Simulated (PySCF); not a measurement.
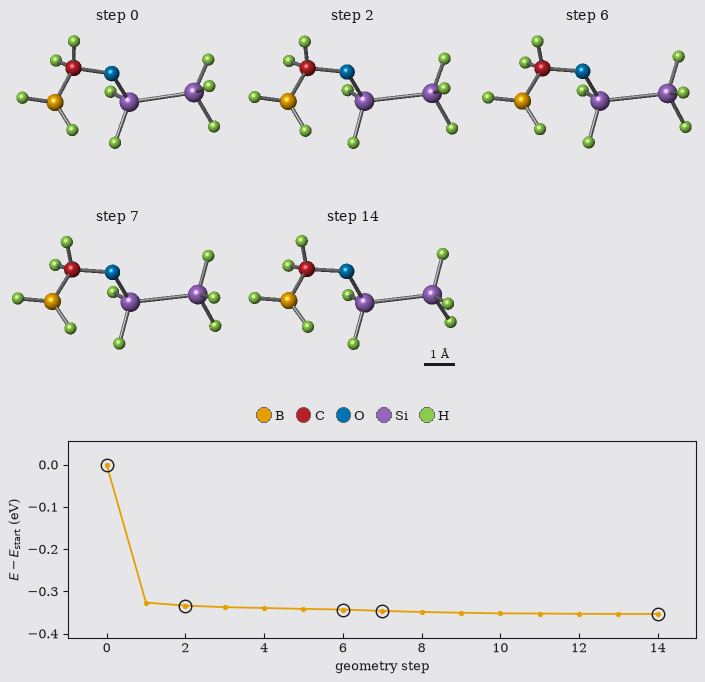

Frames of a relaxation of CH9BOSi2, marked on the history of the run. The picture is a ball-and-stick view, seen at a tilt.

The start comes from GFN2-xTB. Its atoms were then displaced at random by about 0.01 Å.

Theory: PBE0-D3(BJ)/def2-SVP geometry optimisation, gas phase (PySCF 2.14.0, density-fitted response routines). 

Question: What happens along the run?

Answer: After 14 geometry steps the energy has fallen by 0.353 eV. The largest move after the best rigid fit is that of an H atom, 0.59 Å. Largest moves by element: H 0.59 Å, Si 0.14 Å, B 0.12 Å, O 0.11 Å, C 0.09 Å. Among the contacts that change: Si–Si 2.254 → 2.338 Å, B–H 1.145 → 1.208 Å, H–Si 1.440 → 1.497 Å, H–Si 1.462 → 1.502 Å. Among the angles between lasting bonds that change: C–O–Si 129.9° → 123.2°, Si–Si–H 118.0° → 111.5°, Si–Si–H 116.7° → 110.3°. Groups turn about Si–Si by about 25°. Cost: 86 s on 1 thread of Arm Neoverse V1, on a shared host. From step 0 to 2: an H atom moves most (0.18 Å), energy −0.334 eV. From step 2 to 6: an H atom moves most (0.21 Å), energy −0.009 eV. From step 6 to 7: H atoms move most (0.14 Å), energy −0.003 eV. From step 7 to 14: an H atom moves most (0.25 Å), energy −0.007 eV.

| step | E − E(0), eV |
| --- | --- |
| 0 | 0.0000 |
| 1 | -0.3265 |
| 2 | -0.3338 |
| 3 | -0.3373 |
| 4 | -0.3394 |
| 5 | -0.3415 |
| 6 | -0.3431 |
| 7 | -0.3463 |
| 8 | -0.3488 |
| 9 | -0.3506 |
| 10 | -0.3521 |
| 11 | -0.3524 |
| 12 | -0.3532 |
| 13 | -0.3534 |
| 14 | -0.3535 |
